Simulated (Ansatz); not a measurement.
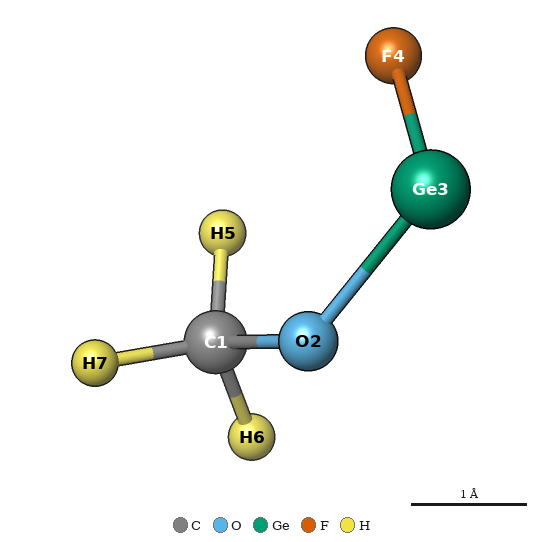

The atoms are numbered. The geometry was computed by an optimisation with PBE-D4/def2-SVP. No frequency run is at hand to confirm it as a minimum.

### How are the neighbours of atom 3 arranged?

Ge3 has 2 neighbours (O2 at 1.80, F4 at 1.79 Å); the arrangement is bent.

### What is the geometry at O2?

O2 has 2 neighbours (C1 at 1.42, Ge3 at 1.80 Å); the arrangement is bent.

### What is the geometry at C1?

C1 has 4 neighbours (O2 at 1.42, H5 at 1.11, H6 at 1.11, H7 at 1.11 Å); the arrangement is tetrahedral.

### What is the dihedral angle C1–O2–Ge3–F4?

1° in size, that is syn (eclipsed).
